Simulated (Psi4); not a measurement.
# How methods differ on CH7SbSi (SMILES [CH3][SbH][SiH3])

CH7SbSi has 10 atoms, charge 0, and is taken as a singlet. SMILES: `[CH3][SbH][SiH3]`. Geometry: optimised at PBE0/def2-TZVP.

Each level gives the dipole moment (D). The values are calculated.

```json
{"level": "PBE-D4/def2-TZVPP (density fitting, core potential)", "kind": "GGA", "program": "Psi4", "value (D)": "0.82", "CPU time": "47 s"}
{"level": "r2SCAN-D4/def2-TZVPP (density fitting, core potential)", "kind": "meta-GGA", "program": "Psi4", "value (D)": "0.82", "CPU time": "1.7 min"}
{"level": "B3LYP-D4/def2-TZVPP (density fitting, core potential)", "kind": "global hybrid", "program": "Psi4", "value (D)": "0.77", "CPU time": "41 s"}
{"level": "PBE0-D4/def2-TZVPP (density fitting, core potential)", "kind": "global hybrid", "program": "Psi4", "value (D)": "0.79", "CPU time": "38 s"}
{"level": "wB97M-V/def2-TZVPP (density fitting, core potential)", "kind": "range-separated hybrid", "program": "Psi4", "value (D)": "0.72", "CPU time": "1.9 min"}
```

The values span 0.72 to 0.82 D. Magnitudes only. CPU times are rough (shared hosts, several kinds of processor and program).

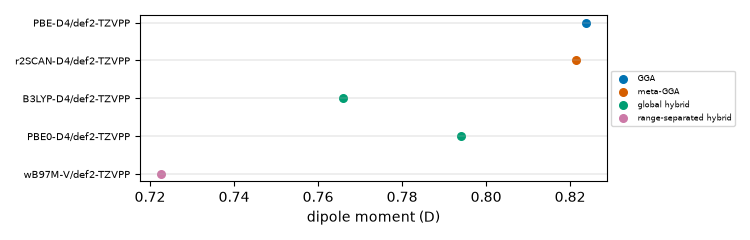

The values of the table, level by level.
